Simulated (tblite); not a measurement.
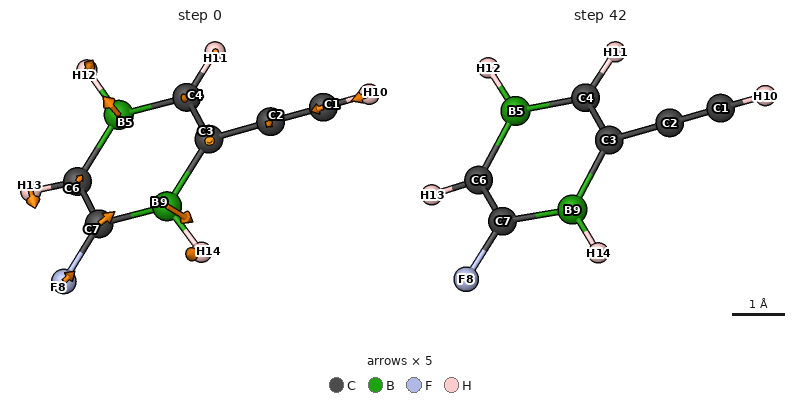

The structure of C$_{6}$H$_{5}$B$_{2}$F before (left) and after (right) a relaxation, at one scale. The orange arrows give the displacements, magnified 5 times.

The picture is a ball-and-stick view, seen at a tilt.

Level of theory: GFN2-xTB geometry optimisation, gas phase in tblite. 

Q: Describe what moved and what it gained.

A: The atom that moves furthest after the best rigid fit is B9 (0.15 Å). By element the largest moves are B 0.15 Å, H 0.13 Å, C 0.08 Å, F 0.07 Å. Near-neighbour distances that change, for instance: C7–B9 1.586 → 1.552 Å, C4–B5 1.574 → 1.545 Å, C1–C2 1.229 → 1.203 Å, C4–H11 1.067 → 1.086 Å. Among the angles between lasting bonds that change: C3–B9–H14 114.2° → 122.2°, B5–C6–H13 117.4° → 122.4°, C6–B5–H12 115.9° → 120.6°. The energy falls by 0.330 eV in 42 geometry steps.
